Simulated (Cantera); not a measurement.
Feed: 1 mol BCl3, 1 mol H2, equilibrated at 1.73 Torr.

Cantera equilibrium calculation (NASA polynomials, part measured and part estimated; ideal gas, pure solids and liquids). Candidate condensed phases: B; 13 gas species. The tables' values for BCl2, BCl are old estimates; treat these amounts as uncertain. Gases not in the tables: BHCl2. Equilibrium is a limit: real reactors are often held back by kinetics, nucleation or transport.

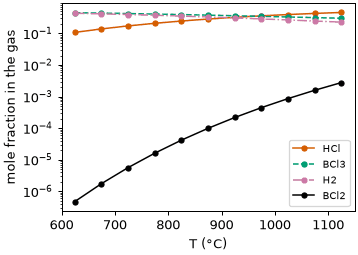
Equilibrium gas composition (values under 1e-9 drawn at 1e-9)

Read off the mole fractions at 775 °C.

BCl3 about 0.41, H2 about 0.38, HCl about 0.21, BCl2 about 1.6e-5.
